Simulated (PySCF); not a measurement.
# BH₈O₂PSi₂: runs on many settings, part 1 of 2

Which settings matter for BH₈O₂PSi₂ (`OB(O)[Si@@H]([SiH3])P`)?

Programs: PySCF 2.14.0, with density-fitted response routines of our own. Each step states its level of theory. These are calculated values for one molecule, in the gas phase or a continuum, unless marked as measured. Atoms are numbered from 0 throughout.

## 1. Starting geometry

14 atoms, charge 0, multiplicity 1; geometry from: GFN2-xTB.

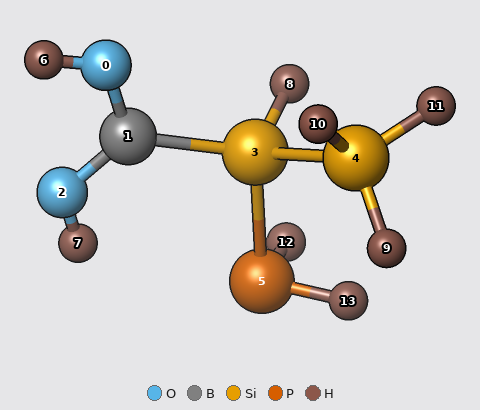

As it starts; oxygen blue, boron grey, silicon amber, phosphorus orange, hydrogen brown, atoms numbered; sticks join atoms by distance.

## 2. Shielding tensors: PBE/def2-TZVP

The job: settings as JSON, then the geometry in Å.

```
{"job": {"kind": "nmr", "xc": "PBE", "basis": "def2-TZVP", "pop": false}, "charge": 0, "multiplicity": 1}
O      1.676117    -1.775875    -0.823965
B      1.591163    -0.596191    -0.175233
O      2.716504    -0.120163     0.413542
Si    -0.186953     0.276561    -0.120132
Si    -1.984844    -0.936850     0.752776
P      0.126653     2.178032     1.113111
H      2.550195    -2.174832    -0.826337
H      2.655123     0.715109     0.878025
H     -0.633643     0.764006    -1.447701
H     -2.348703    -0.512262     2.110647
H     -1.701620    -2.371671     0.826511
H     -3.203690    -0.795428    -0.049465
H     -0.079232     3.053682     0.070083
H     -1.177748     2.295409     1.535997
```

Level: GIAO PBE/def2-TZVP NMR shielding, non-relativistic, gas phase.

On the command line:

```console
$ OMP_NUM_THREADS=1 python probes_run.py task.json out
```

The driver reads the jobs from task.json and runs them one after another.

Output:

```text
coarse grid: 13096 points
cycle   1  E = -1099.8008210141  dE =  4.626e-01  |g| = 1.023e+00  |ddm| = 2.846e+00
cycle   2  E = -1099.1621089130  dE =  6.387e-01  |g| = 2.075e+00  |ddm| = 2.421e+00
cycle   3  E = -1099.9804590027  dE = -8.184e-01  |g| = 1.609e-01  |ddm| = 1.945e+00
cycle   4  E = -1099.9858760557  dE = -5.417e-03  |g| = 8.095e-02  |ddm| = 2.234e-01
cycle   5  E = -1099.9873180042  dE = -1.442e-03  |g| = 3.601e-02  |ddm| = 9.212e-02
cycle   6  E = -1099.9875553887  dE = -2.374e-04  |g| = 1.288e-02  |ddm| = 2.588e-02
cycle   7  E = -1099.9875841551  dE = -2.877e-05  |g| = 3.450e-03  |ddm| = 1.061e-02
cycle   8  E = -1099.9875877679  dE = -3.613e-06  |g| = 7.441e-04  |ddm| = 3.851e-03
final grid: 112384 points
cycle   9  E = -1099.9819534826  dE = -8.893e-05  |g| = 9.016e-03  |ddm| = 5.341e-02
cycle  10  E = -1099.9819192647  dE =  3.422e-05  |g| = 1.631e-02  |ddm| = 1.355e-02
cycle  11  E = -1099.9819670675  dE = -4.780e-05  |g| = 1.779e-03  |ddm| = 9.040e-03
cycle  12  E = -1099.9819675987  dE = -5.312e-07  |g| = 6.189e-04  |ddm| = 1.793e-03
cycle  13  E = -1099.9819676775  dE = -7.889e-08  |g| = 2.554e-04  |ddm| = 5.487e-04
cycle  14  E = -1099.9819676887  dE = -1.116e-08  |g| = 5.120e-05  |ddm| = 1.660e-04
cycle  15  E = -1099.9819676894  dE = -6.544e-10  |g| = 1.324e-05  |ddm| = 5.353e-05
converged SCF energy = -1099.9819676894

GIAO shielding tensors (ppm)
atom      isotropic    diamagn.    paramagn.     s11        s22        s33       span
  0 O      185.834     381.699    -195.864     66.378    225.122    266.003    199.625
  1 B       69.359     192.880    -123.522     53.075     62.067     92.934     39.858
  2 O      166.657     388.823    -222.166     -2.555    231.365    271.161    273.716
  3 Si     443.733     879.589    -435.856    409.948    433.653    487.597     77.650
  4 Si     426.918     880.708    -453.789    398.959    425.699    456.096     57.136
  5 P      595.185     968.006    -372.821    507.921    601.227    676.406    168.485
  6 H       27.503      27.037       0.466     22.960     23.172     36.376     13.416
  7 H       26.199      31.647      -5.449     19.634     26.691     32.272     12.638
  8 H       27.100      31.420      -4.319     23.385     25.599     32.318      8.933
  9 H       28.121      30.236      -2.114     24.627     26.965     32.772      8.146
 10 H       27.831      29.926      -2.095     24.108     26.159     33.226      9.119
 11 H       27.783      29.884      -2.101     24.681     25.528     33.140      8.459
 12 H       30.458      31.144      -0.686     24.948     27.648     38.780     13.832
 13 H       30.734      31.330      -0.596     24.768     29.276     38.159     13.390
```

It took 50 s on 1 thread of Arm Neoverse V1, shared host; peak memory 0.79 GiB.

The references, computed at this level on geometries of the same kind, shield at (ppm): 1H TMS 31.88, 29Si TMS 309.6, 17O H2O 334.5, 31P PH3 589.1. Their shielding less the atom's gives the shift. The references are single molecules in the gas phase, so shifts against H2O, NH3, PH3, H3PO4 or CFCl3 are not on the usual liquid scales and can be off by tens of ppm. Atoms listed in one row are averaged.

```csv
atoms,environment,σ (ppm),δ (ppm)
"H6, H7",hydrogen on an oxygen bonded to B,26.85,5.03
H8,"hydrogen on a silicon bonded to B, P, Si",27.10,4.78
"H9, H10, H11",hydrogen on a silicon bonded to Si,27.91,3.97
"H12, H13",hydrogen on a phosphorus bonded to Si,30.60,1.28
"O0, O2","oxygen bonded to B, H",176.2,158.2
B1,"boron bonded to 2 O, Si",69.4,–
Si4,"silicon bonded to Si, 3 H",426.9,-117.3
Si3,"silicon bonded to B, P, Si, H",443.7,-134.1
P5,"phosphorus bonded to Si, 2 H",595.2,-6.1
```

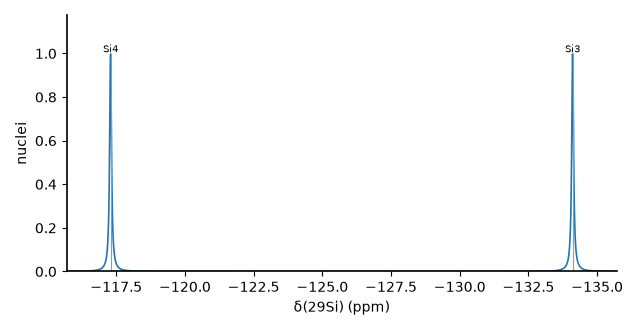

29Si lines at the computed shifts, without couplings. Lines are broadened to a width of 0.08 ppm (Lorentzian).

## 3. Indirect couplings: X3LYP/6-31G

The job, as its differences from that of step 2:

```diff
@@ -1,2 +1,2 @@
-{"job": {"kind": "nmr", "xc": "PBE", "basis": "def2-TZVP", "pop": false}, "charge": 0, "multiplicity": 1}
+{"job": {"kind": "j", "xc": "X3LYP", "basis": "6-31G", "scf": {"conv": 1e-07, "guess": "atom"}}, "charge": 0, "multiplicity": 1}
 O      1.676117    -1.775875    -0.823965
```

With the program's defaults for keys left out, this is: X3LYP/6-31G indirect spin-spin coupling, non-relativistic, gas phase.

Output:

```text
final grid: 112384 points
cycle   1  E = -1099.9627080525  dE =  1.207e+00  |g| = 1.079e+00  |ddm| = 3.717e+00
cycle   2  E = -1099.6960086427  dE =  2.667e-01  |g| = 1.602e+00  |ddm| = 2.268e+00
cycle   3  E = -1100.1886468558  dE = -4.926e-01  |g| = 9.613e-02  |ddm| = 1.442e+00
cycle   4  E = -1100.1912767560  dE = -2.630e-03  |g| = 2.952e-02  |ddm| = 1.936e-01
cycle   5  E = -1100.1916172290  dE = -3.405e-04  |g| = 4.705e-03  |ddm| = 6.731e-02
cycle   6  E = -1100.1916259075  dE = -8.678e-06  |g| = 2.135e-03  |ddm| = 1.256e-02
cycle   7  E = -1100.1916268040  dE = -8.965e-07  |g| = 7.878e-04  |ddm| = 2.251e-03
cycle   8  E = -1100.1916269335  dE = -1.295e-07  |g| = 1.080e-04  |ddm| = 8.395e-04
cycle   9  E = -1100.1916269375  dE = -3.981e-09  |g| = 2.524e-05  |ddm| = 2.321e-04
converged SCF energy = -1100.1916269375

Indirect spin-spin couplings (Hz)
  i      j    bonds     total        FC       PSO       DSO        SD
  0 O    1 B    1     -6.713   -11.107     4.717    -0.169    -0.154
  0 O    3 Si   2     24.424    24.285     0.112     0.008     0.019
  0 O    4 Si   3     -0.298    -0.326     0.015     0.000     0.013
  0 O    5 P    3     -8.265    -8.252    -0.063     0.042     0.008
  0 O    6 H    1    -70.638   -60.254    -9.804    -0.579         -
  0 O    7 H    3     -1.313    -2.059     0.333     0.412         -
  0 O    8 H    3      0.566     0.534     0.006     0.026         -
  0 O    9 H    4      0.182     0.107    -0.018     0.092         -
  0 O   12 H    4      0.226     0.139    -0.022     0.109         -
  0 O   13 H    4     -0.654    -0.762    -0.031     0.138         -
  1 B    2 O    1    -10.117   -14.825     4.902    -0.171    -0.023
  1 B    3 Si   1   -118.979  -118.453     0.500    -0.190    -0.836
  1 B    4 Si   2     -2.374    -2.484     0.024    -0.009     0.095
  1 B    5 P    2     27.381    27.440    -0.075     0.052    -0.037
  1 B    6 H    2     -6.195    -4.424    -0.884    -0.832    -0.055
  1 B    7 H    2      2.180     3.885    -0.909    -0.805     0.009
  1 B    8 H    2      0.121     0.129    -0.046    -0.001     0.039
  1 B    9 H    3      0.727     0.847     0.008    -0.119    -0.009
  1 B   10 H    3      1.048     0.936    -0.033     0.147    -0.002
  1 B   11 H    3      5.243     5.458     0.021    -0.239     0.002
  1 B   12 H    3      0.791     0.918    -0.012    -0.107    -0.008
  1 B   13 H    3      5.812     6.100     0.021    -0.308    -0.000
  2 O    3 Si   2     -0.054    -0.247    -0.031     0.001     0.223
  2 O    4 Si   3      0.173     0.279    -0.001    -0.015    -0.091
  2 O    5 P    3     -0.895    -1.225     0.397    -0.014    -0.053
  2 O    6 H    3     -0.959    -1.619     0.711    -0.051         -
  2 O    7 H    1    -83.938   -74.063    -9.292    -0.583         -
  2 O    8 H    3     -0.560    -0.702     0.017     0.125         -
  2 O   13 H    4      0.198     0.034     0.010     0.154         -
  3 Si   4 Si   1     67.766    66.235    -1.164     0.044     2.651
  3 Si   5 P    1     13.933    26.470    -0.874    -0.090   -11.573
  3 Si   6 H    3    -12.989   -13.190    -0.151     0.371    -0.019
  3 Si   7 H    3     -1.781    -1.604    -0.129    -0.090     0.042
  3 Si   8 H    1   -176.564  -176.603     0.799    -0.413    -0.347
  3 Si   9 H    2     -3.467    -3.493     0.003     0.091    -0.068
  3 Si  10 H    2     -4.481    -4.474    -0.028     0.087    -0.066
  3 Si  11 H    2     -1.530    -1.638     0.055     0.094    -0.041
  3 Si  12 H    2      5.957     5.991     0.014    -0.021    -0.028
  3 Si  13 H    2      5.620     5.725    -0.041    -0.025    -0.040
  4 Si   5 P    2      4.640     3.709     0.638     0.013     0.280
  4 Si   6 H    4      0.706     0.557    -0.076     0.210     0.014
  4 Si   8 H    2      1.730     1.715    -0.009     0.066    -0.041
  4 Si   9 H    1   -185.267  -185.295     0.596    -0.244    -0.324
  4 Si  10 H    1   -189.192  -189.263     0.652    -0.238    -0.343
  4 Si  11 H    1   -191.025  -191.093     0.633    -0.231    -0.334
  4 Si  12 H    3     -4.730    -4.867    -0.027     0.147     0.016
  4 Si  13 H    3     -7.373    -7.281    -0.025    -0.135     0.068
  5 P    6 H    4      6.259     6.558     0.164    -0.439    -0.025
  5 P    7 H    4     -3.467    -4.323     0.286     0.695    -0.126
  5 P    8 H    2     -0.509     0.039    -0.220    -0.148    -0.180
  5 P    9 H    3      2.117     2.152     0.020     0.106    -0.161
  5 P   10 H    3      1.768     2.187     0.006    -0.372    -0.052
  5 P   11 H    3      0.559     1.066    -0.147    -0.246    -0.113
  5 P   12 H    1    196.815   191.231     4.219     0.625     0.740
  5 P   13 H    1    208.488   202.741     4.355     0.646     0.747
  6 H    7 H    4     -2.937    -0.528     0.515    -2.924         -
  6 H    8 H    4     -2.106    -0.934     0.388    -1.559         -
  6 H    9 H    5     -0.915    -0.093     0.233    -1.055         -
  6 H   10 H    5     -0.387     0.024     0.194    -0.606         -
  6 H   11 H    5     -0.697     0.182     0.250    -1.130         -
  6 H   12 H    5     -0.830    -0.014     0.254    -1.070         -
  6 H   13 H    5     -0.314     0.673     0.274    -1.261         -
  7 H    8 H    4     -0.749    -0.051     0.103    -0.802         -
  7 H    9 H    5     -0.204     0.014     0.027    -0.245         -
  7 H   10 H    5     -0.453     0.024     0.140    -0.618         -
  7 H   11 H    5     -0.695     0.054     0.152    -0.901         -
  7 H   13 H    5     -1.248    -0.324     0.015    -0.940         -
  8 H    9 H    3      5.939     7.148     0.158    -1.367         -
  8 H   10 H    3      1.568     2.512     0.133    -1.078         -
  8 H   11 H    3      6.456     6.138    -0.076     0.394         -
  8 H   12 H    3     14.162    13.142    -0.193     1.213         -
  8 H   13 H    3     -0.178     0.188     0.030    -0.396         -
  9 H   10 H    2     -8.246    -6.808     0.186    -1.625         -
  9 H   11 H    2     -7.609    -6.215     0.187    -1.581         -
  9 H   12 H    4     -0.817    -0.174     0.103    -0.745         -
  9 H   13 H    4      1.069    -0.182    -0.239     1.490         -
 10 H   11 H    2     -7.869    -6.398     0.189    -1.659         -
 10 H   12 H    4     -0.788     0.226     0.172    -1.186         -
 11 H   13 H    4      0.311     0.154    -0.037     0.194         -
 12 H   13 H    2    -19.661   -19.390     0.223    -0.494         -
```

It took 16 s on 1 thread of Arm Neoverse V1, shared host; peak memory 0.59 GiB.

This basis has no tight s functions, so the Fermi-contact terms are rough.

Beyond four bonds or across contacts, the largest of 1 Hz or more: H7–H13 -1.2 Hz.

Couplings of 1 Hz or more over one to four bonds, nine at most for each number, with means over like pairs (isotopes 11B, 1H, 17O, 31P, 29Si):

```
   pair  bonds  J (Hz)  Fermi contact (Hz)
 P5–H12      1   202.7               197.0
 Si4–H9      1  -188.5              -188.6
 Si3–H8      1  -176.6              -176.6
 B1–Si3      1  -119.0              -118.5
  O0–H6      1   -77.3               -67.2
Si3–Si4      1    67.8                66.2
 Si3–P5      1    13.9                26.5
  O0–B1      1    -8.4               -13.0
  B1–P5      2    27.4                27.4
H12–H13      2   -19.7               -19.4
 O0–Si3      2    12.2                12.0
 H9–H10      2    -7.9                -6.5
Si3–H12      2     5.8                 5.9
 Si4–P5      2     4.6                 3.7
 Si3–H9      2    -3.2                -3.2
 B1–Si4      2    -2.4                -2.5
  B1–H6      2    -2.0                -0.3
 Si3–H6      3    -7.4                -7.4
 H8–H12      3     7.0                 6.7
Si4–H12      3    -6.1                -6.1
  H8–H9      3     4.7                 5.3
  O0–P5      3    -4.6                -4.7
 B1–H12      3     3.3                 3.5
  B1–H9      3     2.3                 2.4
  P5–H9      3     1.5                 1.8
  O0–H7      3    -1.1                -1.8
  H6–H7      4    -2.9                -0.5
  H6–H8      4    -1.4                -0.5
  P5–H6      4     1.4                 1.1
```

Means hide unlike values in this fixed geometry: O0–Si3 from -0.1 to 24.4 Hz; B1–H6 from -6.2 to 2.2 Hz; Si3–H6 from -13.0 to -1.8 Hz. They hold only if the pairs exchange fast.

The spin-dipole term was solved for some atoms only; pairs without it lack that part.

The response was solved for the nuclei of B, H, P, Si alone, so couplings that need other nuclei can be missing.

Quadrupole couplings from the field gradients of the same density:

```
atom  isotope  eQq/h (MHz)     η
  O0      17O       -8.212  0.05
  O2      17O       -7.757  0.15
  B1      11B        2.361  0.55
```

Shifts (PBE/def2-TZVP, unscaled) and these couplings together give the proton spectrum at 400 MHz below. Couplings to quadrupolar nuclei are left out.

1H NMR δ 5.03 (br s, 2H), 4.78 (tq, J = 7.0, 4.7 Hz, 1H), 3.97 (dd, J = 4.7, 1.5 Hz, 3H), 1.28 (dd, J = 202.7, 7.0 Hz, 2H). The letters are first-order; like nuclei with unlike couplings give more lines.

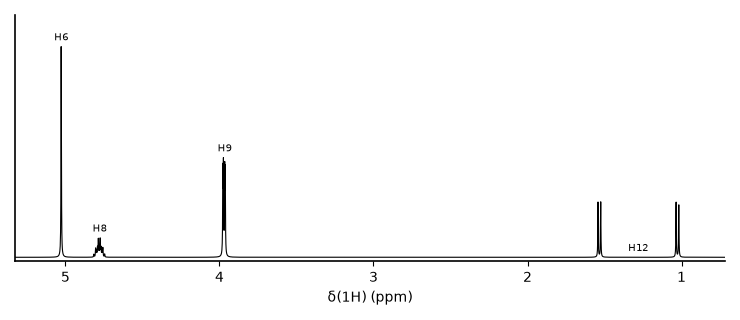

Simulated proton spectrum at 400 MHz, by exact diagonalisation of each spin system; lines 1.2 Hz wide, exchangeable protons uncoupled.

## 4. NMR shieldings: CAM-B3LYP/6-31G*

The job, as its differences from that of step 3:

```diff
@@ -1,2 +1,2 @@
-{"job": {"kind": "j", "xc": "X3LYP", "basis": "6-31G", "scf": {"conv": 1e-07, "guess": "atom"}}, "charge": 0, "multiplicity": 1}
+{"job": {"kind": "nmr", "xc": "CAM-B3LYP", "basis": "6-31G*", "pop": true, "scf": {"damp": 0.2}}, "charge": 0, "multiplicity": 1}
 O      1.676117    -1.775875    -0.823965
```

With the program's defaults for keys left out, this is: GIAO CAM-B3LYP/6-31G* NMR shielding, non-relativistic, gas phase.

Output:

```text
damping 0.20 in the first 6 cycles
final grid: 112384 points
cycle   1  E = -1100.2647565606  dE =  4.995e-01  |g| = 8.450e-01  |ddm| = 3.266e+00
cycle   2  E = -1100.3318449567  dE = -6.709e-02  |g| = 6.517e-01  |ddm| = 9.856e-01
cycle   3  E = -1100.3650514351  dE = -3.321e-02  |g| = 4.967e-01  |ddm| = 7.089e-01
cycle   4  E = -1100.3829542809  dE = -1.790e-02  |g| = 3.812e-01  |ddm| = 5.200e-01
cycle   5  E = -1100.3938012939  dE = -1.085e-02  |g| = 2.911e-01  |ddm| = 4.003e-01
cycle   6  E = -1100.3865594527  dE =  7.242e-03  |g| = 3.534e-01  |ddm| = 3.813e-01
cycle   7  E = -1100.3773873787  dE =  9.172e-03  |g| = 4.225e-01  |ddm| = 4.562e-01
cycle   8  E = -1100.4086927688  dE = -3.131e-02  |g| = 3.332e-03  |ddm| = 2.431e-01
cycle   9  E = -1100.4086938119  dE = -1.043e-06  |g| = 2.608e-03  |ddm| = 3.926e-03
cycle  10  E = -1100.4086950421  dE = -1.230e-06  |g| = 3.153e-04  |ddm| = 1.693e-03
cycle  11  E = -1100.4086950659  dE = -2.384e-08  |g| = 8.013e-05  |ddm| = 3.882e-04
cycle  12  E = -1100.4086950682  dE = -2.268e-09  |g| = 1.566e-05  |ddm| = 1.457e-04
cycle  13  E = -1100.4086950683  dE = -1.028e-10  |g| = 3.280e-06  |ddm| = 3.152e-05
converged SCF energy = -1100.4086950683

GIAO shielding tensors (ppm)
atom      isotropic    diamagn.    paramagn.     s11        s22        s33       span
  0 O      212.592     386.535    -173.943    100.142    249.492    288.142    188.000
  1 B       83.788     198.445    -114.657     64.951     79.737    106.675     41.724
  2 O      195.100     391.286    -196.185     40.098    252.107    293.095    252.997
  3 Si     501.291     884.792    -383.501    473.103    490.609    540.161     67.057
  4 Si     489.737     881.836    -392.098    468.504    489.056    511.652     43.148
  5 P      641.273     968.713    -327.440    564.257    638.709    720.854    156.597
  6 H       27.937      26.859       1.078     23.082     23.421     37.308     14.225
  7 H       26.855      29.726      -2.871     20.091     27.185     33.289     13.198
  8 H       28.364      31.640      -3.276     24.384     26.728     33.980      9.596
  9 H       29.015      30.317      -1.302     25.204     27.850     33.990      8.786
 10 H       28.714      30.056      -1.342     24.833     27.046     34.262      9.429
 11 H       28.734      29.888      -1.153     25.484     26.415     34.304      8.819
 12 H       31.457      31.937      -0.480     26.064     28.370     39.937     13.874
 13 H       31.676      32.211      -0.535     25.495     29.940     39.593     14.098
```

Wall time 20 s (1 thread of Arm Neoverse V1, shared host); peak memory 0.64 GiB.

Key values: σ O0 203.8, B1 83.8, Si4 489.7, Si3 501.3, H6 27.40, H8 28.36 ppm (means over like atoms).

(Continued in part 2 of 2.)
